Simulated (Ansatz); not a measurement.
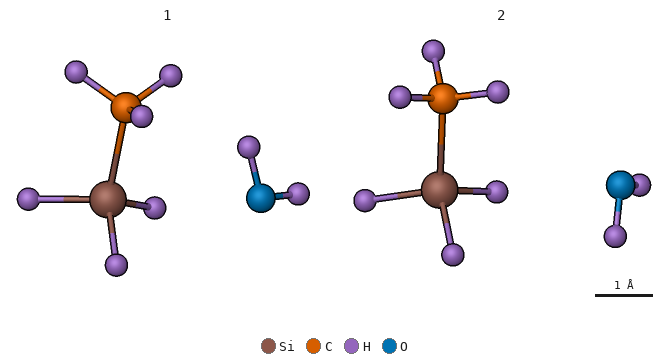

Two geometries of CH8OSi, drawn at one scale. One is the start of a relaxation, the other its converged end. Style: ball-and-stick. Shown at a tilt.

Computed with RHF/def2-SVP in Ansatz. Set-up: no spin polarisation; force threshold 0.03 eV/Å; at most 50 steps.

Question: Which one is relaxed?

Answer: Structure 2 is the relaxed one. The run prepares an end point of a later path (reaction) calculation, from a guessed geometry. An H atom moves most after the best rigid fit: 1.54 Å. By element the largest moves are H 1.54 Å, O 0.55 Å, C 0.34 Å, Si 0.19 Å. Near-neighbour distances that change, for instance: H–O 0.967 → 0.946 Å, H–Si 1.477 → 1.485 Å, C–H 1.095 → 1.090 Å. Bond angles that change, for instance: C–Si–H 107.7° → 110.7°, H–Si–H 110.9° → 108.2°. Groups turn about C–Si by about 60°. After 36 accepted moves (47 points after the start) the energy has fallen by 25.9 kJ/mol. The largest force component goes from 1.2 to 0.013 eV/Å. The line search rejected the trial steps at points 6, 10, 19, 21, 25, 27, 34, 36 and more of the run. The forces were under the threshold at step 28, but the run went on from there.

Limits of the set-up: Hartree-Fock leaves out electron correlation.
